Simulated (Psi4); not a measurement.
# UPBE0/cc-pVTZ run of [CF2]+ (SMILES F[C+]F)

What is the energy change on altering one bond length of [CF2]+ at UPBE0/cc-pVTZ? 

The results are computed with Psi4 1.11.

1 further run of the same task is left out (it didn't finish).

## (1) The system as given

[CF2]+ has 3 atoms, charge +1, and is taken as a doublet. As SMILES, `F[C+]F`. The shape is that of a PBE0-D4/def2-TZVP optimisation.

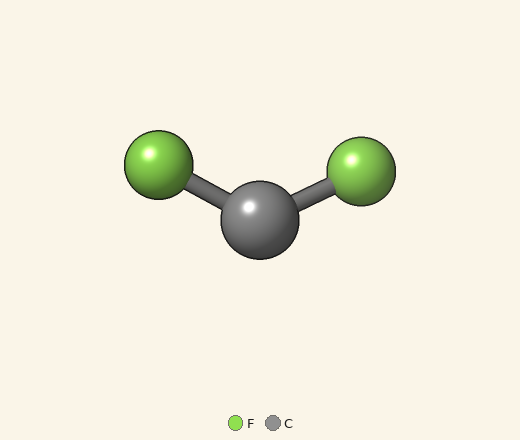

The structure, seen from a chosen angle (fluorine green, carbon grey).

## (2) The energy at UPBE0/cc-pVTZ

The input, run.py:

```python
import psi4

psi4.set_memory('2200 MB')
psi4.set_num_threads(1)
psi4.core.set_output_file('cf2.out', False)

mol = psi4.geometry("""
1 2
F      0.379110     0.972980     0.316190
C      0.275710    -0.221360     0.127270
F     -0.654830    -0.751620    -0.443470
symmetry c1
""")

psi4.set_options({
    'basis': 'cc-pVTZ',
    'reference': 'uks',
    'puream': True,
    'e_convergence': 1e-09,
    'd_convergence': 1e-08,
    'scf_type': 'pk',
    'dft_radial_points': 99,
    'dft_spherical_points': 590,
    'maxiter': 100,
})

result, w = psi4.energy('pbe0', molecule=mol, return_wfn=True)
print(f'total energy {result:.8f} hartree = {result * 27.211386:.5f} eV')
```

Command:

```sh
$ python run.py
```

cf2.out, cut to the lines that bear on the results:

```text
[...]
  Running in c1 symmetry.
[...]
  Nuclear repulsion =   67.033256693421976
[...]
  Multiplicity = 2
[...]
  Nalpha       = 12
  Nbeta        = 11
[...]
    Number of basis functions: 90
[...]
   @UKS iter   1:  -237.12425866944713    3.37947e-01   2.78010e-03 ADIIS/DIIS
[...]
   @UKS iter  12:  -237.14994680357927   -5.40012e-13   2.68291e-09 DIIS
[...]
   @S^2 Observed:                7.532533019E-01
[...]
    Orbital Energies [Eh]
    ---------------------
    Alpha Occupied:
       1A    -25.244477     2A    -25.244468     3A    -10.864518
       4A     -1.777843     5A     -1.719222     6A     -1.098252
       7A     -1.024163     8A     -0.973323     9A     -0.963387
      10A     -0.866732    11A     -0.860048    12A     -0.703138
    Alpha Virtual:
      13A     -0.431464    14A     -0.156384    15A     -0.087432
      16A     -0.001334    17A      0.003008    18A      0.032471
      19A      0.105239    20A      0.328012    21A      0.329803
      22A      0.337512    23A      0.399890    24A      0.441989
      25A      0.512185    26A      0.541699    27A      0.547361
[...]
  @UKS Final Energy:  -237.14994680357927
   => Energetics <=
    Nuclear Repulsion Energy =             67.0332566934219756
    One-Electron Energy =                -452.6629891326710435
    Two-Electron Energy =                 167.9516882110073936
    DFT Exchange-Correlation Energy =     -19.4719025753375803
    Empirical Dispersion Energy =           0.0000000000000000
    VV10 Nonlocal Energy =                  0.0000000000000000
    Total Energy =                       -237.1499468035792688
[...]
 Multipole Moments:
 ------------------------------------------------------------------------------------
     Multipole            Electronic (a.u.)      Nuclear  (a.u.)        Total (a.u.)
 ------------------------------------------------------------------------------------
 L = 1.  Multiply by 2.5417464519 to convert [e a0] to [Debye]
 Dipole X            :          0.1263294            0.2057569            0.3320863
 Dipole Y            :         -0.0927545           -0.1510640           -0.2438184
 Dipole Z            :         -0.0000000           -0.0000000           -0.0000000
 Magnitude           :                                                    0.4119815
[...]
```

On the terminal:

```text
total energy -237.14994680 hartree = -6453.17874 eV
```

It took 25 s on 1 thread of Intel Xeon at 2.50GHz (Skylake/Cascade Lake), shared host; peak memory 0.74 GiB.

## (3) The distorted shape: energy and gradient at UPBE0/cc-pVTZ

The input, job.in:

```
memory 2.2 GB

molecule molecule1 {
  1 2
  F
  C 1 r2
  F 2 r3 1 a3

  r2 = 1.213602
  r3 = 2.184501
  a3 = 124.64807
  symmetry c1
  no_reorient
  no_com
}

set basis cc-pVTZ
set reference uks
set puream true
set e_convergence 1e-09
set d_convergence 1e-08
set scf_type pk
set dft_radial_points 99
set dft_spherical_points 590
set maxiter 100

energy_value, wavefunction = gradient('pbe0', return_wfn=True)
oeprop(wavefunction, 'LOWDIN_CHARGES', 'WIBERG_LOWDIN_INDICES', 'DIPOLE', title='PBE0')
print_variables()
```

Command:

```sh
$ psi4 -n 1 job.in job.out
```

job.out, cut to the lines that bear on the results:

```text
[...]
  Running in c1 symmetry.
[...]
  Nuclear repulsion =   50.713379904364842
[...]
  Multiplicity = 2
[...]
  Nalpha       = 12
  Nbeta        = 11
[...]
    Number of basis functions: 90
[...]
   @UKS iter   1:  -236.75134996610274    5.60222e-02   6.35036e-03 DIIS/ADIIS
[...]
   @UKS iter  27:  -237.01790916483310   -9.77707e-12   7.21958e-09 DIIS
[...]
   @S^2 Observed:                7.533233165E-01
[...]
  @UKS Final Energy:  -237.01790916483310
   => Energetics <=
    Nuclear Repulsion Energy =             50.7133799043648423
    One-Electron Energy =                -421.3385290084491999
    Two-Electron Energy =                 152.9033110399842030
    DFT Exchange-Correlation Energy =     -19.2960711007329593
    Empirical Dispersion Energy =           0.0000000000000000
    VV10 Nonlocal Energy =                  0.0000000000000000
    Total Energy =                       -237.0179091648330996
[...]
  -Total Gradient:
     Atom            X                  Y                   Z
    ------   -----------------  -----------------  -----------------
       1       -0.006687884708     0.072356853095     0.000000000000
       2        0.008089500857    -0.068780419293    -0.000000000000
       3       -0.001396730777    -0.003555145406    -0.000000000000
[...]
 Multipole Moments:
 ------------------------------------------------------------------------------------
     Multipole            Electronic (a.u.)      Nuclear  (a.u.)        Total (a.u.)
 ------------------------------------------------------------------------------------
 L = 1.  Multiply by 2.5417464519 to convert [e a0] to [Debye]
 Dipole X            :         -0.4652775           -0.4068987           -0.8721762
 Dipole Y            :          0.5804765            0.0064216            0.5868980
 Dipole Z            :         -0.0000000            0.0000000           -0.0000000
 Magnitude           :                                                    1.0512567
[...]
```

Wall time 56 s (1 thread of Intel Xeon at 2.50GHz (Skylake/Cascade Lake), shared host); peak memory 0.7 GiB.

## (4) Outcome

At UPBE0/cc-pVTZ:

| quantity | value |
| --- | --- |
| first shape: total energy | -237.14995 Eh |
| first shape: HOMO energy (highest over α and β) | -19.13 eV |
| first shape: LUMO energy (lowest over α and β) | -12.98 eV |
| first shape: ⟨S²⟩ | 0.753 |
| distorted shape: total energy | -237.01791 Eh |
| distorted shape: HOMO energy (highest over α and β) | -18.88 eV |
| distorted shape: LUMO energy (lowest over α and β) | -13.34 eV |
| distorted shape: ⟨S²⟩ | 0.753 |
| distorted shape: largest force on an atom | 3.737 eV/Å |
| energy change with the C2–F3 bond stretched from 1.214 to 2.185 Å | 3.593 eV |

**Reading.** With the C2–F3 bond stretched from 1.214 to 2.185 Å the energy rises by 3.59 eV (83 kcal/mol).
